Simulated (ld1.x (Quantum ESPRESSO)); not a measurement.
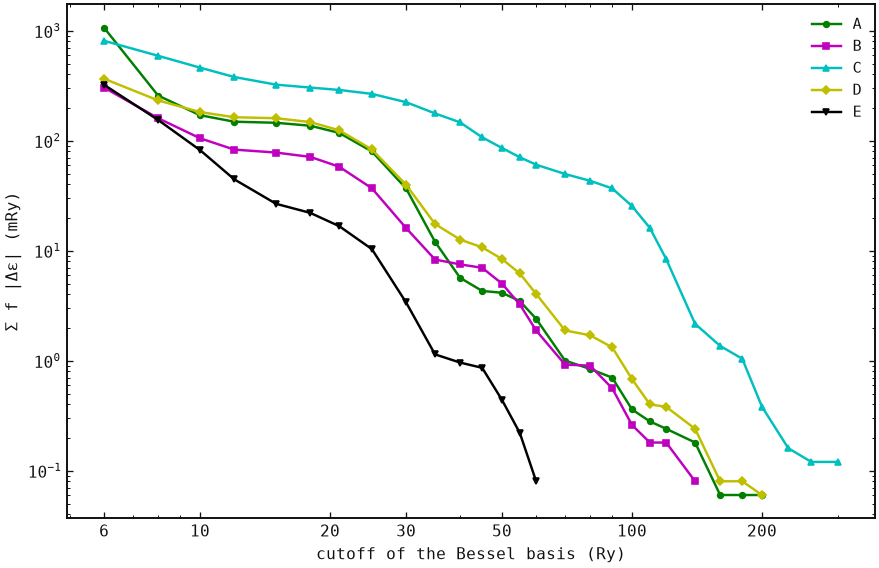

The occupation-weighted error of the valence levels in a spherical-Bessel basis for 5 variants of one potential.

Base settings:

- Element: Te
- Generator: ld1.x (Quantum ESPRESSO) 7.5
- Type: norm-conserving Troullier–Martins (semilocal form)
- Functional: LDA (PZ)
- Relativity: scalar-relativistic
- Frozen core: [Kr] 4d10
- Valence charge: 6
- Reference configuration: 5s2 5p4
- Partial waves: 5p (bound): rc 1.70 bohr; 5s (bound): rc 1.55 bohr
- Local potential: the s channel
- Core correction: Bessel-smoothed model core, default radius (core density twice the valence density)

Match the curves to these variants:
1. base
2. all radii scaled by 1.05 (s 1.62, p 1.78 bohr)
3. all radii scaled by 1.34 (s 2.08, p 2.28 bohr)
4. type RRKJ; local potential the p channel
5. waves 5p (bound): rc 1.44 bohr

A = 4, B = 2, C = 5, D = 1, E = 3.

What did the other tests of these runs give?

A: loose cutoff 40 Ry; bound ghosts s; largest test error -94 meV. B: loose cutoff 35 Ry; bound ghosts none; largest test error -71 meV. C: loose cutoff 120 Ry; bound ghosts none; largest test error -25 meV. D: loose cutoff 50 Ry; bound ghosts none; largest test error -67 meV. E: loose cutoff 30 Ry; bound ghosts none; largest test error -71 meV. The loose cutoff is the first of the cutoffs, on a coarse ladder, from which the occupation-weighted sum of valence levels, in a spherical-Bessel basis at the reference potential, stays within 10 and 1 mRy of its value at 400 Ry.
